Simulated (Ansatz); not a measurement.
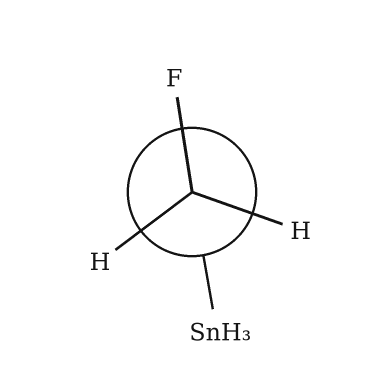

A Newman projection along the C–S bond, carbon in front; angles are drawn as computed, but eclipsed bonds slightly apart. The geometry was computed by an optimisation with PBE0-D4/def2-TZVP. No frequency run is at hand to confirm it as a minimum.

Question: Which molecule is it?

Answer: CH5FSSn, FC[S][SnH3]

Question: What is the torsion angle from the front F to the back SnH3? The sign is positive where the front bond must turn clockwise to cover the back bond.

Answer: 179°, antiperiplanar (anti).
